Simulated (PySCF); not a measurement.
```xyz
19

C    -2.7200    1.0324   -0.0467
C    -1.6420    0.3189   -0.2939
C    -1.5792   -1.1620   -0.4256
C    -0.2408    1.0032   -0.5574
O     0.1267    0.8523   -1.7693
O     0.6307    0.5399    0.4615
C     1.7846   -0.1236   -0.0023
C     2.6742   -0.4568    1.1808
H    -2.7163    2.1045    0.0357
H    -3.6756    0.5483    0.0816
H    -2.5793   -1.5862   -0.3758
H    -0.9732   -1.5840    0.3755
H    -1.1212   -1.4255   -1.3779
H    -0.4413    2.0666   -0.2700
H     2.3001    0.5239   -0.7262
H     1.4897   -1.0324   -0.5469
H     2.9511    0.4543    1.7039
H     3.5736   -0.9580    0.8349
H     2.1483   -1.1065    1.8754
```

Geometry: GFN2-xTB.

Level of theory: UKS B3LYP, pcH-1 on C H O, non-relativistic, mean-field spin-orbit, GIAO in PySCF.

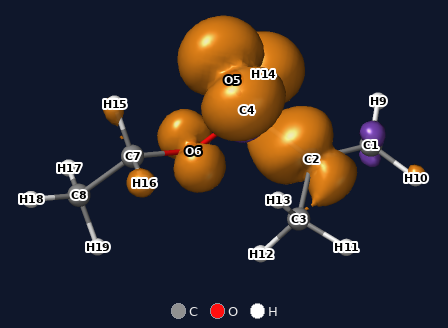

C6H11O2 (doublet). Isosurfaces of the spin density (α minus β) at +0.015 (orange) and −0.015 e/Å³ (purple), seen at a tilt.

Question: Which atoms carry the spin?

Answer: The unpaired spin (1 electron) lies mostly on O5 (about 0.6), C2 (about 0.1) and H14 (about 0.1), in electrons by Hirshfeld's partition.
